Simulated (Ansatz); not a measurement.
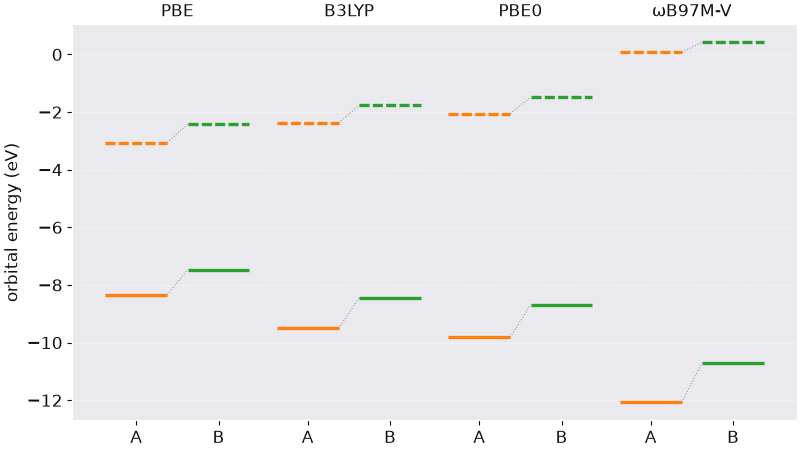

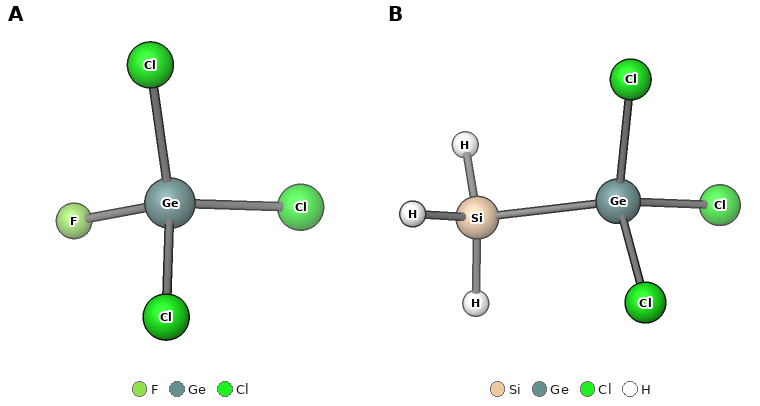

One change: A, GeCl₃F (SMILES [F][Ge]([Cl])([Cl])[Cl]), becomes B, GeSiH₃Cl₃ (SMILES [SiH3][Ge]([Cl])([Cl])[Cl]). F on Ge is replaced by SiH₃. HOMO (solid) and LUMO (dashed) computed in def2-TZVPP at PBE0-D4/def2-TZVP geometries, both minima by their frequencies, gas phase, the Ansatz code 0.2.0. Empty levels above zero depend strongly on the basis.

Question: What does the change do to HOMO and LUMO?

Answer: PBE: the HOMO rises by 0.86 eV, the LUMO rises by 0.64 eV, and the separation goes from 5.28 to 5.06 eV. B3LYP: the HOMO rises by 1.06 eV, the LUMO rises by 0.62 eV, and the separation goes from 7.13 to 6.68 eV. PBE0: the HOMO rises by 1.14 eV, the LUMO rises by 0.57 eV, and the separation goes from 7.76 to 7.19 eV. ωB97M-V: the HOMO rises by 1.38 eV, the LUMO rises by 0.35 eV, and the separation goes from 12.15 to 11.12 eV.

Question: Do the functionals agree on the effect?

Answer: They agree on the direction for both levels; the HOMO shift lies between 0.86 and 1.38 eV and the LUMO shift between 0.35 and 0.64 eV, while the separations themselves differ by up to 6.9 eV between functionals.
